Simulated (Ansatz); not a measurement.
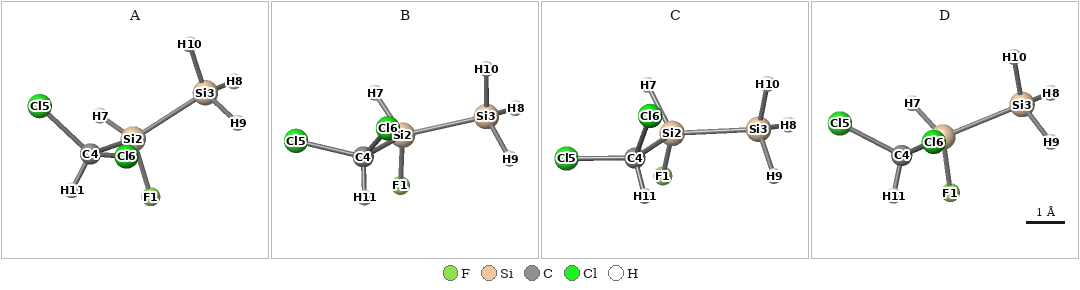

4 geometries from a converged minimum-energy path of CH$_{5}$Cl$_{2}$FSi$_{2}$, shuffled. Style: ball-and-stick. Shown from a free direction.

Computed with RKS PBE0-D4/6-31G in Ansatz. Settings: 7 movable images; climbing image; force threshold 0.05 eV/Å; iteration limit 32; starting path through a guess of the saddle point.

Q: Which frame is the transition state?

A: D. In order along the path, whose images run from 0 to 8: A (image 2, +0.037 eV), D (image 4, +0.077 eV), B (image 6, +0.047 eV), C (image 8, +0.013 eV). The motion is a rotation about the Si2–C4 bond by about 110°. No bond forms or breaks between the ends. Among the angles between lasting bonds that change up to the highest image: Si2–C4–Cl5 106.9° → 110.8°, Si2–C4–H11 114.5° → 111.6°.

Limits of the set-up: the basis has no polarisation functions, which atoms past neon need.

The run took 3.9 min on 1 thread of Arm Neoverse V2 (shared host), peak memory 0.22 GiB.
